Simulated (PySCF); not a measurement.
## C4H9Al: excited-state calculation

- system: C4H9Al, SMILES [CH3][AlH][CH]1CC1
- method: TDDFT BHandHLYP/LANL2DZ, vertical, gas phase, core orbitals frozen in the response (PySCF 2.14.0)

Some settings of this run were made unusual or wrong on purpose. The geometry comes from this level: GFN2-xTB.

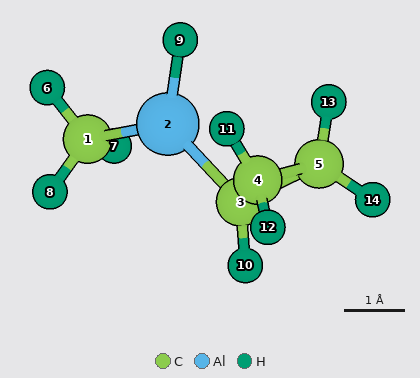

Figure 1. The structure (ball-and-stick view, seen at a tilt; atoms are numbered from 1 in the order of the input). Sticks mark near contacts.

## Input file
```
{"job": {"kind": "uv", "xc": "BHandHLYP", "basis": "LANL2DZ", "nstates": 12, "ntriplets": 5, "tda": false, "grid": 0, "scf": {"max_cycle": 50}}, "charge": 0, "multiplicity": 1}
C      2.804953    -0.211496     0.056919
Al     0.909788     0.361729     0.212391
C     -0.759801    -0.565723    -0.319328
C     -1.846888     0.415232    -0.724421
C     -1.916828    -0.234308     0.607813
H      3.484977     0.635856     0.209534
H      3.088213    -0.971485     0.794431
H      3.043664    -0.636536    -0.925564
H      0.571196     1.744011     0.836242
H     -0.851928    -1.541459    -0.797451
H     -1.590863     1.470376    -0.742020
H     -2.555047     0.126693    -1.488113
H     -1.707945     0.391074     1.470515
H     -2.674168    -0.984436     0.786887
```

The first line tells a small driver script what to run in PySCF; the rest is the geometry in Å.

Hardware: 1 CPU thread, shared host.

Launch command:
```bash
OMP_NUM_THREADS=1 python <driver script> task.json out
```

## The program's output
```
final grid: 11552 points
cycle   1  E = -159.5904928151  dE = -4.042e-01  |g| = 3.416e-01  |ddm| = 3.575e+00
cycle   2  E = -159.6137930175  dE = -2.330e-02  |g| = 2.442e-01  |ddm| = 7.155e-01
cycle   3  E = -159.6318658750  dE = -1.807e-02  |g| = 3.361e-02  |ddm| = 2.722e-01
cycle   4  E = -159.6322331226  dE = -3.672e-04  |g| = 5.219e-03  |ddm| = 5.646e-02
cycle   5  E = -159.6322423470  dE = -9.224e-06  |g| = 2.580e-03  |ddm| = 1.380e-02
cycle   6  E = -159.6322442337  dE = -1.887e-06  |g| = 3.286e-04  |ddm| = 3.102e-03
cycle   7  E = -159.6322442793  dE = -4.566e-08  |g| = 6.472e-05  |ddm| = 9.040e-04
cycle   8  E = -159.6322442808  dE = -1.510e-09  |g| = 2.867e-05  |ddm| = 1.635e-04
cycle   9  E = -159.6322442811  dE = -2.813e-10  |g| = 3.924e-06  |ddm| = 4.732e-05
converged SCF energy = -159.6322442811

Static polarisability (au): isotropic 59.882, principal 51.123 54.467 74.056

Singlet excitations
state   eV       nm        f      main configurations
  1   5.4612    227.0   0.00000   H->L 0.97
  2   6.0834    203.8   0.00063   H-1->L 0.99
  3   6.9035    179.6   0.05377   H-2->L 0.97
  4   7.5219    164.8   0.00411   H-3->L 0.96
  5   7.8433    158.1   0.46137   H->L+1 0.90
  6   8.3937    147.7   0.06325   H-1->L+1 0.54, H->L+2 0.40
  7   8.6451    143.4   0.10066   H->L+2 0.49, H-1->L+1 0.40
  8   8.7749    141.3   0.01774   H-2->L+1 0.79, H-2->L+2 0.17
  9   9.1913    134.9   0.04267   H-1->L+2 0.73, H->L+3 0.12
 10   9.2379    134.2   0.05646   H-5->L 0.93
 11   9.3239    133.0   0.09646   H-4->L 0.89
 12   9.5079    130.4   0.00136   H-2->L+2 0.68, H-2->L+3 0.14, H-2->L+1 0.14

Triplet excitations (Tamm-Dancoff, eV): 5.2273 5.7511 6.5359 6.9278 7.2939
```

## What the run reported

| quantity | value |
| --- | --- |
| outcome | converged |
| total energy | −159.632244 hartree |
| HOMO | −8.33 eV |
| LUMO | −0.04 eV |
| dipole moment | 0.74 D |
| mean polarisability | 59.88 a.u. |
| lowest singlet excitation | 5.46 eV |
| wall time | 4.9 s |
| peak memory | 0.37 GiB |

Some settings of this run were drawn to be unusual or wrong; see grid = 0. It converged; results that depend on the unusual settings are not reference values.
